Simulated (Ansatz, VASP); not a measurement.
## DyB2C2 in two plane-wave programs

Aim: how closely do two programs agree when they are given the same cell, functional and k mesh?

Method: plane waves, with VASP 6.6.1 beside it; single point at PBEsol, DFT+U, in Ansatz 0.2.0.

In doubt: a part-filled 4f shell, where there is one, can sit in one of many states, so energies may not be the lowest and differences between runs may mislead; derivatives with an open 4f shell can jump between states, which bears on forces and vibrations.

**1. The starting structure**

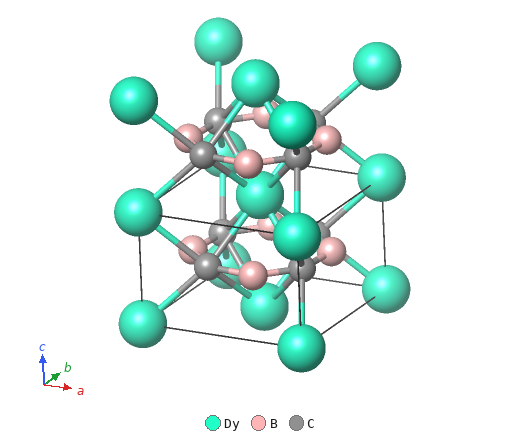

The cell as given, slightly off an axis (dysprosium teal, boron pink, carbon grey). 1×1×2 cells are drawn. Some periodic images of atoms are drawn too.

**2. VASP: single point, PBEsol, DFT+U**

With cell and atoms fixed, the geometry can't cause a difference; cores, projectors, grids and the points listed under the comparison can.

Lines of VASP's logs that name or quote its potential files are left out, and so is its time.

The input, INCAR:

```
SYSTEM = DyB2C2
PREC = Normal
ENCUT = 480
EDIFF = 1E-06
NELM = 150
ISMEAR = -1
SIGMA = 0.15
LREAL = .FALSE.
ALGO = Normal
GGA = PS
NBANDS = 46
ISPIN = 2
MAGMOM = 5 5 0 0 0 0 0 0 0 0
LDAU = .TRUE.
LDAUTYPE = 2
LDAUL = 3 -1 -1
LDAUU = 6 0 0
LDAUJ = 0 0 0
LDAUPRINT = 1
LASPH = .TRUE.
LMAXMIX = 6
AMIX = 0.2
BMIX = 1E-04
AMIX_MAG = 0.8
BMIX_MAG = 1E-04
LORBIT = 11
LWAVE = .FALSE.
LCHARG = .TRUE.
KPAR = 4
```

The input, POSCAR:

```
DyB2C2
1.0
    5.3420000000      0.0000000000      0.0000000000
    0.0000000000      5.3420000000      0.0000000000
    0.0000000000      0.0000000000      3.5420000000
Dy B C
2 4 4
Direct
    0.0000000000      0.0000000000      0.0000000000
    0.5000000000      0.5000000000      0.0000000000
    0.3640000000      0.8640000000      0.5000000000
    0.1360000000      0.3640000000      0.5000000000
    0.6360000000      0.1360000000      0.5000000000
    0.8640000000      0.6360000000      0.5000000000
    0.1630000000      0.6630000000      0.5000000000
    0.3370000000      0.1630000000      0.5000000000
    0.8370000000      0.3370000000      0.5000000000
    0.6630000000      0.8370000000      0.5000000000
```

The input, KPOINTS:

```
Automatic mesh
0
Gamma
6 6 10
0 0 0
```

PAW data sets: Dy, B and C (PBE family, release 64).

Command:

```bash
$ mpirun -np 4 vasp_std
```

Numbers of over 12 decimals in the logs are rounded to 6 here.

The program printed:

```text
[banner, memory and clock lines left out]
running    4 mpi-ranks, on    1 nodes
 distrk:  each k-point on    1 cores,    4 groups
 distr:  one band on    1 cores,    1 groups

 POSCAR found type information on POSCAR DyB C
 POSCAR found :  3 types and      10 ions
|                                                                             |
|               ----> ADVICE to this user running VASP <----                  |
|                                                                             |
|     You enforced a specific xc type in the INCAR file but a different       |
|     [... a line on the potential file left out ...]
|     I HOPE YOU KNOW WHAT YOU ARE DOING!                                     |
|                                                                             |

 LDA part: xc-table for (Slater+PW92), standard interpolation
 POSCAR, INCAR and KPOINTS ok, starting setup
 FFT: planning ... GRIDC
 FFT: planning ... GRID_SOFT
 FFT: planning ... GRID
 WAVECAR not read
 entering main loop
       N       E                     dE             d eps       ncg     rms          rms(c)
DAV:   1     0.516136210472E+03    0.51614E+03   -0.23674E+04 17408   0.704E+03
DAV:   2     0.451813488378E+02   -0.47095E+03   -0.41952E+03 17906   0.824E+02
DAV:   3    -0.716043747919E+02   -0.11679E+03   -0.10778E+03 17354   0.251E+02
DAV:   4    -0.860296947953E+02   -0.14425E+02   -0.13873E+02 19874   0.764E+01
DAV:   5    -0.883835778819E+02   -0.23539E+01   -0.23308E+01 21560   0.294E+01    0.568E+01
DAV:   6    -0.987867739048E+02   -0.10403E+02   -0.18868E+02 16144   0.329E+02    0.374E+02
DAV:   7    -0.915837431497E+02    0.72030E+01   -0.17794E+01 19312   0.497E+01    0.283E+02
DAV:   8    -0.903018106130E+02    0.12819E+01   -0.19856E+00 20736   0.116E+01    0.262E+02
DAV:   9    -0.917486482926E+02   -0.14468E+01   -0.96827E-01 21456   0.257E+01    0.257E+02
DAV:  10    -0.931608041769E+02   -0.14122E+01   -0.21969E+01 19098   0.116E+02    0.227E+02
DAV:  11    -0.874500680039E+02    0.57107E+01   -0.44918E+00 19712   0.386E+01    0.260E+02
DAV:  12    -0.841091737531E+02    0.33409E+01   -0.93444E+00 17032   0.141E+02    0.179E+02
DAV:  13    -0.847283781689E+02   -0.61920E+00   -0.19936E+00 21322   0.134E+01    0.175E+02
DAV:  14    -0.849685468199E+02   -0.24017E+00   -0.21696E-01 20200   0.165E+01    0.147E+02
[...]
DAV:  62    -0.860464849167E+02   -0.92486E-05   -0.39045E-05 19488   0.174E-01    0.129E+00
DAV:  63    -0.860464893499E+02   -0.44331E-05   -0.19482E-05 16962   0.171E-01    0.106E+00
DAV:  64    -0.860464905282E+02   -0.11784E-05   -0.17563E-05 15802   0.914E-02    0.695E-01
DAV:  65    -0.860464927147E+02   -0.21865E-05   -0.44668E-06 11176   0.703E-02    0.528E-01
DAV:  66    -0.860464909327E+02    0.17820E-05   -0.61079E-06 13114   0.120E-01    0.512E-01
DAV:  67    -0.860464896565E+02    0.12761E-05   -0.64353E-06 13300   0.906E-02    0.465E-01
DAV:  68    -0.860464886037E+02    0.10528E-05   -0.47204E-06 12264   0.997E-02    0.298E-01
DAV:  69    -0.860464878304E+02    0.77337E-06   -0.59076E-06 14222   0.482E-02
   1 F= -.86046488E+02 E0= -.85976032E+02  d E =-.140912E+00  mag=    10.0804
```

From OUTCAR (step 2):

```text
ion  position               nearest neighbor table
   1  0.000  0.000  0.000-   7 2.67   8 2.67   9 2.67  10 2.67   7 2.67   8 2.67   9 2.67  10 2.67
                             3 2.73   4 2.73   5 2.73   6 2.73   3 2.73   4 2.73   5 2.73   6 2.73
   2  0.500  0.500  0.000-   7 2.67   8 2.67   9 2.67  10 2.67   7 2.67   8 2.67   9 2.67  10 2.67
                             3 2.73   4 2.73   5 2.73   6 2.73   3 2.73   4 2.73   5 2.73   6 2.73
   3  0.364  0.864  0.500-   7 1.52   8 1.60  10 1.60   5 2.05   1 2.73   2 2.73   1 2.73   2 2.73

  LATTYP: Found a simple tetragonal cell.
 ALAT       =     5.3420000000
 C/A-ratio  =     0.6630475477

 Subroutine GETGRP returns: Found 16 space group operations
 (whereof  8 operations were pure point group operations)

The static configuration has the point symmetry C_4h.
 The point group associated with its full space group is D_4h.

 Found     60 irreducible k-points:

   k-points           NKPTS =     60   k-points in BZ     NKDIM =     60   number of bands    NBANDS=     46

   dimension x,y,z NGX =    30 NGY =   30 NGZ =   20
   dimension x,y,z NGXF=    60 NGYF=   60 NGZF=   40

   ENCUT  =  480.0 eV  35.28 Ry    5.94 a.u.   9.54  9.54  6.33*2*pi/ulx,y,z

   NELECT =      68.0000    total number of electrons

 k-points in reciprocal lattice and weights: Automatic mesh
   0.00000000  0.00000000  0.00000000       0.003
   0.16666667  0.00000000  0.00000000       0.011
   0.33333333  0.00000000  0.00000000       0.011
   0.50000000  0.00000000  0.00000000       0.006
   0.16666667  0.16666667  0.00000000       0.011
   0.33333333  0.16666667  0.00000000       0.022
   0.50000000  0.16666667  0.00000000       0.011
   0.33333333  0.33333333  0.00000000       0.011
   0.50000000  0.33333333  0.00000000       0.011
[...]
0.50000000  0.33333333  0.50000000       0.011
   0.50000000  0.50000000  0.50000000       0.003

atom =   1  type =  1  l = 3

 onsite density matrix

spin component  1

  0.9988  0.0000 -0.0002  0.0000  0.0002 -0.0000 -0.0000
  0.0000  1.0048  0.0000 -0.0000  0.0000  0.0032 -0.0000
 -0.0002  0.0000  0.9993 -0.0000 -0.0000  0.0000  0.0002
  0.0000 -0.0000 -0.0000  0.9961 -0.0000  0.0000 -0.0000
  0.0002  0.0000 -0.0000 -0.0000  0.9993  0.0000  0.0002
 -0.0000  0.0032  0.0000  0.0000  0.0000  1.0023  0.0000
 -0.0000 -0.0000  0.0002 -0.0000  0.0002  0.0000  0.9988

spin component  2

  0.0194 -0.0000 -0.0011  0.0000  0.0001 -0.0000 -0.0000
 -0.0000  0.3526  0.0000  0.0000  0.0000 -0.4566 -0.0000
 -0.0011  0.0000  0.0055 -0.0000  0.0000  0.0000  0.0001
[...]
o =  0.9994  v =  0.2947  0.0000 -0.9242 -0.0000 -0.0193  0.0000  0.2423  0.0000  0.0000  0.0000  0.0000  0.0000  0.0000  0.0000      0.0000  0.0000  0.0000  0.0000  0.0000  0.0000  0.0000  0.0000  0.0000  0.0000  0.0000  0.0000  0.0000  0.0000
  o =  1.0001  v =  0.0000 -0.5606 -0.0000 -0.0000  0.0000 -0.8281  0.0000  0.0000  0.0000  0.0000  0.0000  0.0000  0.0000  0.0000      0.0000  0.0000  0.0000  0.0000  0.0000  0.0000  0.0000  0.0000  0.0000  0.0000  0.0000  0.0000  0.0000  0.0000
  o =  1.0070  v =  0.0000 -0.8281 -0.0000 -0.0000  0.0000  0.5606  0.0000  0.0000  0.0000  0.0000  0.0000  0.0000  0.0000  0.0000      0.0000  0.0000  0.0000  0.0000  0.0000  0.0000  0.0000  0.0000  0.0000  0.0000  0.0000  0.0000  0.0000  0.0000

 average (electrostatic) potential at core
       1 -37.5222       2 -37.5222       3 -26.8377       4 -26.8377       5 -26.8377
       6 -26.8377       7 -48.6565       8 -48.6565       9 -48.6565      10 -48.6565

 E-fermi :   6.1087

 spin component 1
 k-point     1 :       0.0000    0.0000    0.0000
  band No.  band energies     occupation
    ...
     35       3.4118      1.00000
     36       4.1135      1.00000
     37       4.1135      1.00000
     38       4.2995      0.99999
     39       4.9915      0.99942
     40       6.8380      0.00768
     41       7.7305      0.00002
     42       7.7305      0.00002
     43       7.8090      0.00001
     44       8.4217      0.00000
    ...

 k-point     2 :       0.1667    0.0000    0.0000
  band No.  band energies     occupation
    ...
     35       3.0300      1.00000
     36       3.7615      1.00000
     37       3.7967      1.00000
     38       4.7596      0.99988
     39       5.1188      0.99864
     40       6.6973      0.01939
     41       7.1952      0.00071
     42       7.9687      0.00000
     43       8.4066      0.00000
     44       8.6901      0.00000
    ...

 k-point     3 :       0.3333    0.0000    0.0000
  band No.  band energies     occupation
    ...
     35       3.0834      1.00000
     36       3.1301      1.00000
     37       3.3517      1.00000
     38       4.6837      0.99993
     39       5.5759      0.97213
     40       6.9706      0.00319
     41       7.3971      0.00019
     42       8.0604      0.00000
     43       8.4834      0.00000
     44       8.5496      0.00000
    ...

 k-point     4 :       0.5000    0.0000    0.0000
  band No.  band energies     occupation
    ...
     34       1.5662      1.00000
     35       2.6912      1.00000
     36       2.6912      1.00000
     37       3.9663      1.00000
     38       3.9663      1.00000
     39       6.3858      0.13624
     40       6.3858      0.13624
     41       8.1692      0.00000
     42       8.1692      0.00000
     43       8.3487      0.00000
    ...

 k-point     5 :       0.1667    0.1667    0.0000
  band No.  band energies     occupation
    ...
     35       3.0472      1.00000
     36       3.1546      1.00000
     37       3.8783      1.00000
     38       4.9520      0.99955
     39       5.1838      0.99791
     40       6.6776      0.02204
     41       7.4306      0.00015
     42       7.8616      0.00001
     43       7.9687      0.00000
     44       8.4467      0.00000
    ...

 k-point     6 :       0.3333    0.1667    0.0000
  band No.  band energies     occupation
    ...
     35       2.5500      1.00000
     36       3.3535      1.00000
     37       3.5539      1.00000
     38       4.7357      0.99989
     39       5.5123      0.98159
     40       6.9827      0.00294
     41       7.2943      0.00037
     42       8.0256      0.00000
     43       8.4475      0.00000
     44       8.6244      0.00000
    ...

  Total       -1.1774711     -1.1774711     -2.0980973      0.0000000      0.0000000      0.0000000
  in kB      -18.6639904    -18.6639904    -33.2567559      0.0000000      0.0000000      0.0000000
  external PRESSURE =     -23.5282455 kB  Pullay stress =       0.0000000 kB

  energy-cutoff  :      480.00
  volume of cell :      101.08
      direct lattice vectors                 reciprocal lattice vectors
     5.342000000  0.000000000  0.000000000     0.187195807  0.000000000  0.000000000
     0.000000000  5.342000000  0.000000000     0.000000000  0.187195807  0.000000000
     0.000000000  0.000000000  3.542000000     0.000000000  0.000000000  0.282326369

 POSITION                                       TOTAL-FORCE (eV/Angst)
 -----------------------------------------------------------------------------------
      0.00000      0.00000      0.00000         0.000000      0.000000      0.000000
      2.67100      2.67100      0.00000         0.000000      0.000000      0.000000
      1.94449      4.61549      1.77100         0.058329      0.058329     -0.000000
      0.72651      1.94449      1.77100        -0.058329      0.058329      0.000000
      3.39751      0.72651      1.77100        -0.058329     -0.058329      0.000000
      4.61549      3.39751      1.77100         0.058329     -0.058329     -0.000000
      0.87075      3.54175      1.77100        -0.168019     -0.168019     -0.000000
      1.80025      0.87075      1.77100         0.168019     -0.168019      0.000000
      4.47125      1.80025      1.77100         0.168019      0.168019      0.000000
      3.54175      4.47125      1.77100        -0.168019      0.168019     -0.000000
 -----------------------------------------------------------------------------------
    total drift:                                0.000000      0.000000     -0.000000

  FREE ENERGIE OF THE ION-ELECTRON SYSTEM (eV)
  ---------------------------------------------------
  free  energy   TOTEN  =       -86.0464878304 eV

  energy  without entropy=      -85.9055758175  energy(sigma->0) =      -85.97603182

 total charge
# of ion       s       p       d       f       tot
--------------------------------------------------
    1        2.077   5.851   0.705   9.050  17.683
    2        2.077   5.851   0.705   9.050  17.683
    3        0.699   1.366   0.000   0.000   2.065
    4        0.699   1.366   0.000   0.000   2.065
    5        0.699   1.366   0.000   0.000   2.065
    6        0.699   1.366   0.000   0.000   2.065
    7        0.842   1.695   0.000   0.000   2.537
    8        0.842   1.695   0.000   0.000   2.537
    9        0.842   1.695   0.000   0.000   2.537
   10        0.842   1.695   0.000   0.000   2.537
--------------------------------------------------
tot         10.318  23.947   1.410  18.100  53.775

 magnetization (x)
# of ion       s       p       d       f       tot
--------------------------------------------------
    1        0.003  -0.053   0.057   4.934   4.941
    2        0.003  -0.053   0.057   4.934   4.941
    3       -0.001  -0.000   0.000   0.000  -0.001
    4       -0.001  -0.000   0.000   0.000  -0.001
    5       -0.001  -0.000   0.000   0.000  -0.001
    6       -0.001  -0.000   0.000   0.000  -0.001
    7       -0.001  -0.008   0.000   0.000  -0.009
    8       -0.001  -0.008   0.000   0.000  -0.009
    9       -0.001  -0.008   0.000   0.000  -0.009
   10       -0.001  -0.008   0.000   0.000  -0.009
--------------------------------------------------
tot         -0.002  -0.137   0.114   9.868   9.843

[... 6 further parts left out ...]
```

The run ends at a pressure of -2.35 GPa, with forces up to 0.24 eV/Å.

(Continued in part 2 of 2.)

[Lines on the potential files, build, host, timing and source positions are cut from VASP's logs without a mark.]

[Logs are printed without paths, hosts, clocks, repeated set-up lines and the standing remarks that a program may print on its own settings, such as how far it seeks lower states.]

[Hosts, paths, dates, database ids (printed as entryN), source tags and the programs' standing remarks are cut or masked in the printed files.]
